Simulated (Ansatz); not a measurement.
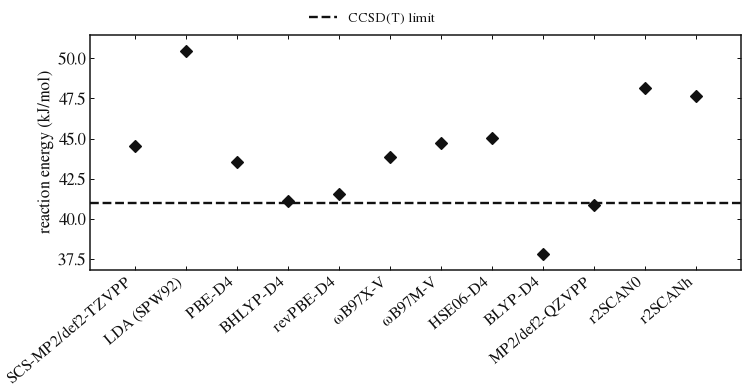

Electronic reaction energy of AlH₃Se ([AlH2][SeH]) + SnH₄O ([OH][SnH3]) → SnH₄SeO ([OH][SnH2][SeH]) + AlH₃ ([AlH3]) (SMILES in brackets) at several levels (functionals in def2-TZVPP unless a basis is named), isolated molecules at PBE0-D4 triple-zeta geometries, minima by their frequencies, no zero-point or thermal terms, the Ansatz code. The line is frozen-core CCSD(T) at the basis limit (MP2 extrapolated from triple and quadruple zeta, plus CCSD(T) less MP2 in a smaller set). No dispersion term is added to r2SCAN0 and r2SCANh. The distance of SCS-MP2/def2-TZVPP and MP2/def2-QZVPP to the limit includes basis error. Core potentials past Kr. The limit lies 7.2 kJ/mol from CCSD(T)/def2-TZVPP, so the line itself is uncertain by a part of that.

Question: What range do the values span, the line included?

Answer: From 37.8 kJ/mol (BLYP-D4) to 50.4 kJ/mol (LDA (SPW92)).

Question: Give the values.

Answer:
```tsv
level	kJ/mol	less CCSD(T) limit
SCS-MP2/def2-TZVPP	44.5	3.5
LDA (SPW92)	50.4	9.4
PBE-D4	43.5	2.5
BHLYP-D4	41.1	0.1
revPBE-D4	41.5	0.5
ωB97X-V	43.8	2.8
ωB97M-V	44.7	3.7
HSE06-D4	45.1	4.1
BLYP-D4	37.8	−3.2
MP2/def2-QZVPP	40.9	−0.1
r2SCAN0	48.2	7.2
r2SCANh	47.7	6.7
CCSD(T) limit	41.0	0.0
```

Caveats: no scalar relativity up to krypton; outer-core shells are correlated without core-valence functions, which makes the correlated values less sure; spin-orbit coupling is left out, and with Sn it can shift these values.
